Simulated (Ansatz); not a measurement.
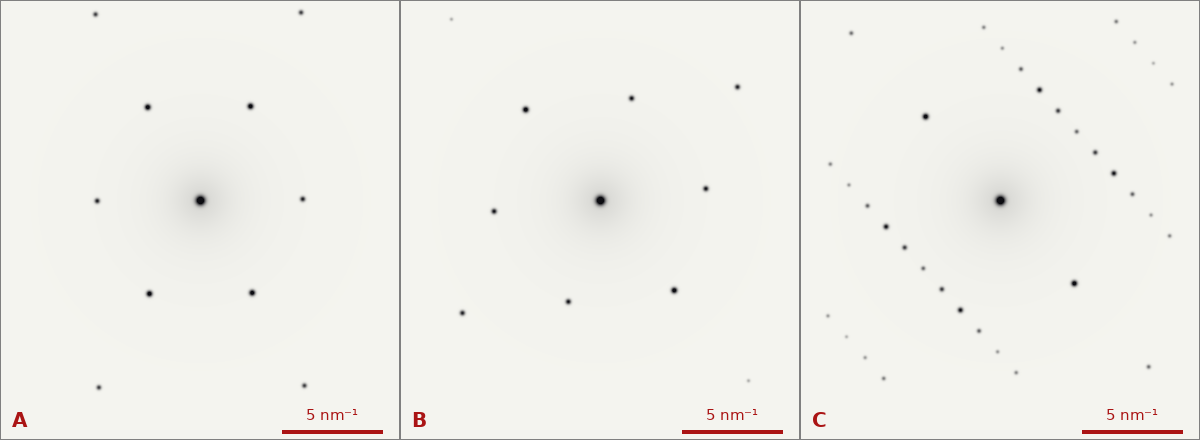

Computed electron diffraction patterns, 300 kV, single scattering only, B = 0.5 Å².

All three come from Be, space group P6_3/mmc (No. 194), a = 2.247 Å, c = 7.160 Å (hexagonal axes). Structure: coordinates from a relaxation with DFT, PBEsol, plane waves (420 eV) with PAW, scalar-relativistic (Ansatz 0.2.0); the starting structure was generated, so it need not be a known form of this composition.

Q: Assign the zone axes [100], [101], [211] to A, B and C.

A: A is [101]: centred rectangular net of 0 1 0 at d = 1.95 Å and 1 0 -1 at d = 1.88 Å, at 61.2°. B is [211]: centred rectangular net of 0 1 -1 at d = 1.88 Å and -1 1 1 at d = 1.88 Å, at 66.6°. C is [100]: rectangular net of 0 0 1 (itself extinct) at d = 7.16 Å and 0 1 0 at d = 1.95 Å, at 90.0°.
